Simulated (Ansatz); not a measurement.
Structure (in its standard cell), the end point of a relaxation with Ansatz 0.2.0, DFT, revPBE, plane waves (420 eV) with PAW, scalar-relativistic; the starting structure was generated, so it need not be a known form of this composition:

```
CELL_PARAMETERS angstrom
3.61538 0.00000 0.00000
-1.80769 3.13101 0.00000
0.00000 0.00000 11.60347
ATOMIC_POSITIONS crystal
Tl 0.00000 0.00000 0.00000
Tl 0.00000 0.00000 0.50000
Tl 0.33333 0.66667 0.25000
Tl 0.66667 0.33333 0.75000
```

Predict the [100] zone-axis pattern (200 kV, kinematic, B = 0.5 Å²).

Answer. The spots form a rectangular net whose two shortest vectors correspond to d = 11.60 Å and 3.13 Å, 90.0° apart. They are 0 0 1 (itself extinct) and 0 1 0. The pattern has symmetry 2mm. A screw axis and a glide plane both extinguish reflections such as 0 0 1, 0 0 3, 0 0 5; reflections such as 0 3 -1, 0 3 1, 0 3 -3 are allowed by the space group but vanish because the atoms sit on special positions; reflections such as 0 0 2, 0 0 6, 0 0 10 are allowed but too weak to see at this display level.

Strongest reflections with d > 0.96 Å, one of each family (|F|² from tabulated Gaussian fits of the electron scattering factors, times a small damping for the curvature of the Ewald sphere):

```json
{"hkl": "0 0 4", "d (Å)": "2.901", "I (strongest = 100)": "100"}
{"hkl": "0 1 2", "d (Å)": "2.755", "I (strongest = 100)": "53"}
{"hkl": "0 0 8", "d (Å)": "1.450", "I (strongest = 100)": "31"}
{"hkl": "0 1 6", "d (Å)": "1.645", "I (strongest = 100)": "23"}
{"hkl": "0 1 1", "d (Å)": "3.023", "I (strongest = 100)": "20"}
{"hkl": "0 2 2", "d (Å)": "1.511", "I (strongest = 100)": "19"}
```

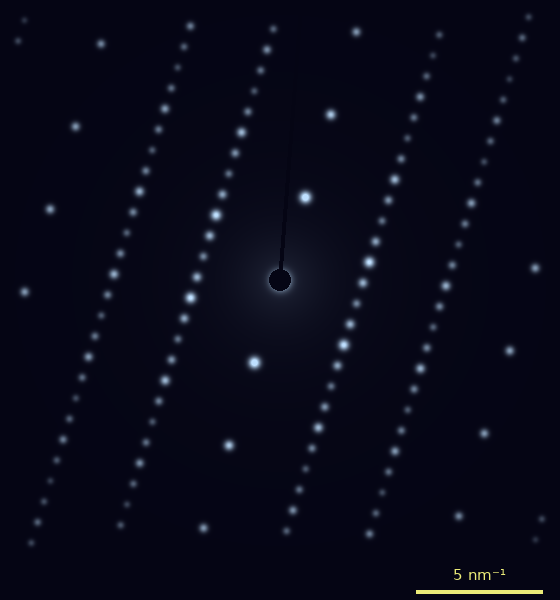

Calculated pattern, seen from the source side with [100] pointing towards the source.
